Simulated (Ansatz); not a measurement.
Start from Mg in the hcp (Mg type) structure (space group P6_3/mmc, No. 194; a = 3.175 Å, c = 5.163 Å; relaxed with 0.1 eV smearing).

Structures relaxed with plane-wave PAW DFT at the PBEsol level (Ansatz, a program for electronic structure, 420 eV), no spin-orbit coupling.

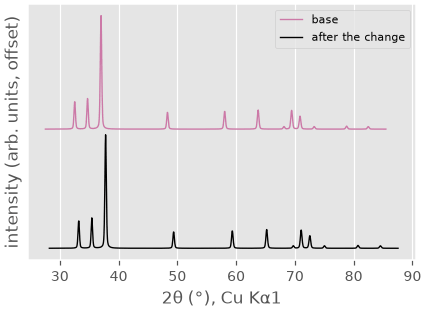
Figure. Simulated powder patterns before (top) and after one change

Task: What was done to the base?
(A) isotropic strain +0.50 %
(B) isotropic strain −2.00 %
(C) isotropic strain −2.50 %
(D) isotropic strain +1.00 %

Result: B, isotropic strain −2.00 %. Its volume per atom is 21.21 Å³ against 22.54 Å³, and its space group is P6_3/mmc (No. 194).

No phonon test of stability was made.
